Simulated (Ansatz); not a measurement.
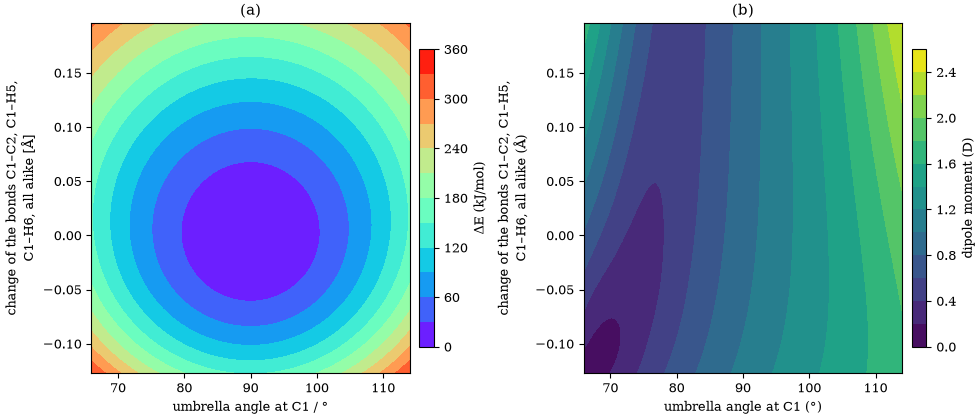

C2H3ClSi, SMILES C=C=[SiH]Cl. The first coordinate is: umbrella angle at C1 (between each of its bonds and their common axis; 90 is planar); the second: change of the bonds C1–C2, C1–H5, C1–H6, all alike. Nothing is relaxed (all other coordinates rigid). The grid has 11 × 11 points. Points are written as (first, second). Energies are in kJ/mol, from the relaxed molecule at the same level. Computed with Ansatz, RHF/def2-TZVP.

Panel (a) is the energy; panel (b) is the computed dipole moment, in D.

In the figure: filled contours. Between grid points the surface is interpolated.

> How does the dipole moment vary over the map, and what is it at the lowest grid point?

Leaving out the highest fifth of the energies, it runs from 0.18 D at (70.8°, −0.095 Å) to 2.14 D at (114.0°, 0.099 Å). At the lowest grid point, (90.0°, 0.002 Å), it is 0.91 D.

| second ↓, first → | 66.0 | 70.8 | 75.6 | 80.4 | 85.2 | 90.0 | 94.8 | 99.6 | 104.4 | 109.2 | 114.0 |
| --- | --- | --- | --- | --- | --- | --- | --- | --- | --- | --- | --- |
| 0.196 | 1.70 | 1.12 | 0.65 | 0.47 | 0.64 | 0.87 | 1.09 | 1.32 | 1.60 | 1.97 | 2.41 |
| 0.164 | 1.55 | 1.01 | 0.60 | 0.47 | 0.64 | 0.87 | 1.09 | 1.31 | 1.58 | 1.91 | 2.32 |
| 0.131 | 1.40 | 0.91 | 0.54 | 0.47 | 0.65 | 0.88 | 1.09 | 1.30 | 1.55 | 1.86 | 2.22 |
| 0.099 | 1.25 | 0.80 | 0.49 | 0.47 | 0.66 | 0.88 | 1.09 | 1.29 | 1.52 | 1.81 | 2.14 |
| 0.067 | 1.10 | 0.70 | 0.44 | 0.47 | 0.67 | 0.89 | 1.09 | 1.28 | 1.50 | 1.76 | 2.06 |
| 0.035 | 0.95 | 0.59 | 0.39 | 0.48 | 0.69 | 0.90 | 1.09 | 1.28 | 1.48 | 1.71 | 1.99 |
| 0.002 | 0.78 | 0.47 | 0.35 | 0.49 | 0.71 | 0.91 | 1.10 | 1.28 | 1.46 | 1.67 | 1.92 |
| −0.030 | 0.62 | 0.35 | 0.32 | 0.52 | 0.73 | 0.93 | 1.11 | 1.28 | 1.45 | 1.64 | 1.86 |
| −0.062 | 0.44 | 0.24 | 0.33 | 0.56 | 0.77 | 0.96 | 1.13 | 1.29 | 1.45 | 1.62 | 1.81 |
| −0.095 | 0.26 | 0.18 | 0.39 | 0.62 | 0.82 | 1.00 | 1.16 | 1.31 | 1.46 | 1.61 | 1.77 |
| −0.127 | 0.07 | 0.24 | 0.48 | 0.70 | 0.89 | 1.06 | 1.21 | 1.35 | 1.48 | 1.62 | 1.76 |
